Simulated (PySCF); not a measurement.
# GeO (SMILES [O]=[Ge]): FCI/STO-3G

What is the energy change on altering one bond length of GeO at FCI/STO-3G? Input form: a Python script.

The calculation is run with PySCF 2.14.0.

13 further runs of the same task are left out: 6 that didn't finish, 7 set aside as unsound or not needed.

## Step 1: Starting point

GeO: 2 atoms, total charge 0, spin state singlet. SMILES: `[O]=[Ge]`. Geometry: a GFN2-xTB relaxation, a rough one for these elements and not checked as a minimum.

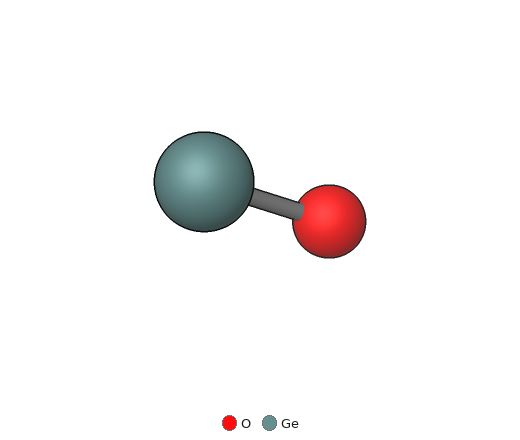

The structure, seen from a chosen angle (oxygen red, germanium teal).

## Step 2: The energy at FCI/STO-3G

File input.py:

```python
from pyscf import gto, scf, mcscf
from pyscf import fci

system = gto.M(
    atom='O 0.000000 0.000000 0.000000; Ge 0.000000 0.000000 1.576490',
    charge=0,
    max_memory=1860,
    basis='sto-3g',
    verbose=3,
)

myscf = scf.RHF(system)
myscf.conv_tol = 1e-10
myscf.kernel()
if not myscf.converged:
    myscf = myscf.newton().run(myscf.mo_coeff, myscf.mo_occ)

cas = mcscf.CASCI(myscf, myscf.mo_coeff.shape[-1] - 10, (system.nelec[0] - 10, system.nelec[1] - 10))  # full CI above the frozen core
cas.fcisolver = fci.direct_spin0.FCI(system)  # even spin states alone
cas.kernel()
print('<S^2> = %.4f' % cas.fcisolver.spin_square(cas.ci, cas.ncas, cas.nelecas)[0])
etot = cas.e_tot
print('E(%s) = %.9f' % ('FCI', etot))
```

Command:

```
OMP_NUM_THREADS=1 python input.py
```

The log of the run:

```text
converged SCF energy = -2125.55931224429
CASCI E = -2125.71220058364  E(CI) = -134.634843919253  S^2 = 0.0000000
<S^2> = 0.0000
E(FCI) = -2125.712200584
```

Run time: 1.2 s. Hardware: 1 thread of Intel Xeon Platinum 8488C (Sapphire Rapids), shared host; peak memory 0.13 GiB.

## Step 3: The distorted shape

File calc.py:

```python
from pyscf import gto, scf, mcscf
from pyscf import fci

molecule = gto.Mole()
molecule.atom = '''
O      0.000000     0.000000    -3.575003
Ge     0.000000     0.000000     2.979134
'''
molecule.basis = 'sto-3g'
molecule.unit = 'bohr'
molecule.max_memory = 1860
molecule.verbose = 3
molecule.spin = 0
molecule.build()

hf = scf.RHF(molecule)
hf.conv_tol = 1e-10
hf.kernel()
if not hf.converged:
    hf = hf.newton().run(hf.mo_coeff, hf.mo_occ)

cas = mcscf.CASCI(hf, hf.mo_coeff.shape[-1] - 10, (molecule.nelec[0] - 10, molecule.nelec[1] - 10))  # full CI above the frozen core
cas.fcisolver = fci.direct_spin0.FCI(molecule)  # even spin states alone
cas.kernel()
print('<S^2> = %.4f' % cas.fcisolver.spin_square(cas.ci, cas.ncas, cas.nelecas)[0])
e_final = cas.e_tot
print(f'total energy: {e_final:.8f} hartree')
```

Command:

```
OMP_NUM_THREADS=1 python calc.py
```

The log of the run:

```text
converged SCF energy = -2125.22377217079
CASCI E = -2125.45593828484  E(CI) = -119.019995923855  S^2 = 0.0000018
<S^2> = 0.0000
total energy: -2125.45593828 hartree
```

Run time: 3.3 s. Hardware: 1 thread of Intel Xeon Platinum 8488C (Sapphire Rapids), shared host; peak memory 0.14 GiB.

## Step 4: Summary of results

Level: FCI/STO-3G, 10 core orbitals frozen.

| quantity | value |
| --- | --- |
| first shape: total energy | -2125.71220 Eh |
| first shape: dipole moment (Hartree–Fock density) | 1.43 D |
| first shape: HOMO energy (Hartree–Fock orbitals) | -7.74 eV |
| first shape: LUMO energy (Hartree–Fock orbitals) | 6.52 eV |
| first shape: HOMO–LUMO gap (Hartree–Fock orbitals) | 14.26 eV |
| first shape: correlation energy (10 core orbitals frozen) | -152.9 mEh |
| distorted shape: total energy | -2125.45594 Eh |
| distorted shape: dipole moment (Hartree–Fock density) | 0.33 D |
| distorted shape: HOMO energy (Hartree–Fock orbitals) | -2.44 eV |
| distorted shape: LUMO energy (Hartree–Fock orbitals) | 5.71 eV |
| distorted shape: HOMO–LUMO gap (Hartree–Fock orbitals) | 8.16 eV |
| distorted shape: correlation energy (10 core orbitals frozen) | -232.2 mEh |
| energy change with the O1–Ge2 bond stretched from 1.576 to 3.468 Å | 6.973 eV |

**Reading.** With the O1–Ge2 bond stretched from 1.576 to 3.468 Å the energy rises by 6.97 eV (673 kJ/mol). The first shape isn't relaxed at this level, so the change isn't measured from a minimum. The minimal basis adds a large error of its own.
